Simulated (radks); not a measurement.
# Ga⁴⁺ in [Ar] 3d9: an all-electron calculation

Wanted: eigenvalues, radial structure and energy terms of the gallium ion Ga4+.

Program: radks (a radial shooting solver on a logarithmic mesh, Libxc functionals) version 1. Level of theory: Dirac Kohn-Sham, LDA (Slater exchange, Perdew-Wang correlation), spin-unpolarised, spherical densities, point nucleus; open shells are shared between the two j in proportion to 2j + 1. These are calculated values, not measurements, unless marked.

## (1) What is computed

| Quantity | Value |
| --- | --- |
| element | gallium (Z = 31) |
| charge | +4 |
| electrons | 27 |
| configuration | [Ar] 3d9 |

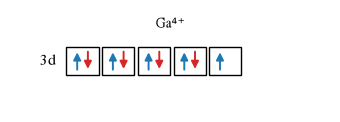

The shells outside the core, filled by Hund's rule for the drawing.

In the logs a row gives level, spin channel, occupation and eigenvalue; Etot, Ekin, Encl (electron-nucleus), Eh (Hartree) and Exc are energies, all in hartree; err is the last residual, it the number of iterations.

## (2) The run

Input:

```text
Z 31
configuration [Ar] 3d9
relativity Dirac
functional lda,pw
spin unpolarised
j_filling average
nucleus point
c 137.035999084
```

Started as:

```sh
python run_ks.py task.json out
```

All runs below come from this command, one after another.

The log of the run:

```text
1s1/2   1   2.0000        -377.32551355
2s1/2   1   2.0000         -48.48247960
2p1/2   1   2.0000         -43.21807870
2p3/2   1   4.0000         -42.20390999
3s1/2   1   2.0000          -7.54856415
3p1/2   1   2.0000          -5.83948359
3p3/2   1   4.0000          -5.70278147
3d3/2   1   3.6000          -2.80589217
3d5/2   1   5.4000          -2.78711626
Etot -1936.6748570490113
Ekin 1974.5386582891333
Encl -4618.323907652905
Eh 778.1309932780164
Exc -71.02060096325579
err 3.9135535365981207e-10
it 15
```

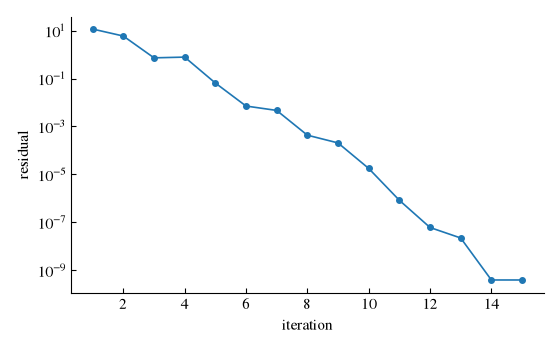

Residual of the self-consistent cycle.

## (3) Orbitals and density

Radial moments (bohr):

```tsv
level	occupation	energy (eV)	<r>	outermost maximum (interpolated)	90 % within	nodes
1s1/2	2	-10267.6	0.04867	0.0318	0.0870	0
2s1/2	2	-1319.3	0.2180	0.183	0.338	1
2p1/2	2	-1176.0	0.1885	0.144	0.309	0
2p3/2	4	-1148.4	0.1920	0.147	0.314	0
3s1/2	2	-205.41	0.6481	0.564	0.969	2
3p1/2	2	-158.90	0.6641	0.559	1.02	1
3p3/2	4	-155.18	0.6744	0.567	1.04	1
3d3/2	3.6	-76.352	0.7412	0.521	1.24	0
3d5/2	5.4	-75.841	0.7454	0.524	1.25	0
```

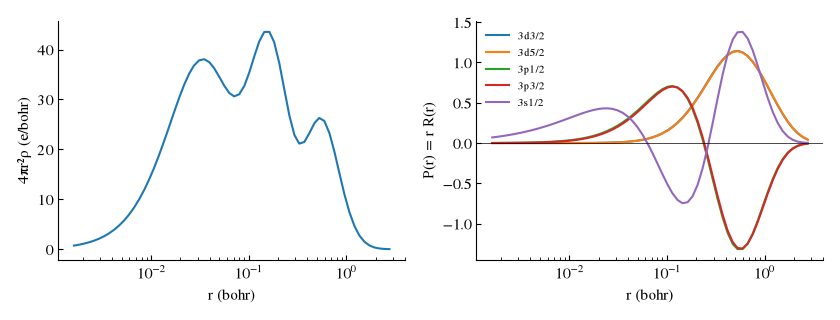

Radial density (left) and radial functions of outer levels (right).

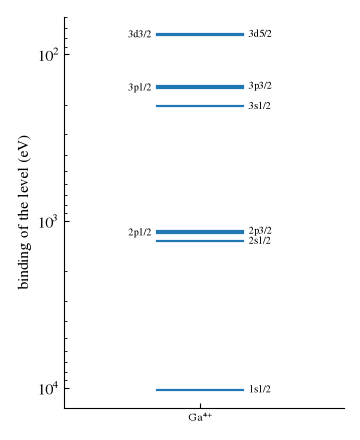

Level scheme on a logarithmic scale; filled levels blue, empty ones red.

Radial Coulomb (F) and exchange (G) integrals, eV:

```tsv
integral	shells	value
F0	3d5/2, 3d5/2	33.634
F2	3d5/2, 3d5/2	15.783
F4	3d5/2, 3d5/2	9.861
F0	3d5/2, 3d3/2	33.730
F2	3d5/2, 3d3/2	15.825
F4	3d5/2, 3d3/2	9.887
G0	3d5/2, 3d3/2	33.674
G2	3d5/2, 3d3/2	15.803
G4	3d5/2, 3d3/2	9.874
F0	3d5/2, 3p3/2	34.854
```

X-ray form factor f at sin θ/λ (1/Å): 0.05: 26.80, 0.15: 25.32, 0.25: 22.77, 0.4: 18.23, 0.6: 13.02, 1: 7.74, 1.5: 5.62.

## (4) What came out

```
                        quantity                    value
                    total energy      -1936.67486 hartree
exchange-correlation share of it                   3.67 %
                            −T/E                   1.0196
          highest occupied level        3d5/2, -75.841 eV
    most extended occupied level  3d5/2, <r> = 0.745 bohr
 radius at density 0.001 e/bohr³                2.38 bohr
    maxima of the radial density                        3
         ionisation energy, NIST      86.0 (semi-emp.) eV
```

What this shows: The radial density shows 3 maxima for 3 occupied principal shells. Relativity lifts −T/E to 1.020. Minus the highest eigenvalue, 75.841 eV, is 88 % of the tabulated ionisation energy (86.0 eV); the potential of a semilocal functional falls off too fast, so its top eigenvalue is too shallow. Spin polarisation and multiplet splitting are left out. Sharing an open shell by 2j + 1 raises it above the true ground level by a part of the spin-orbit splitting, which enters the differences from NIST.
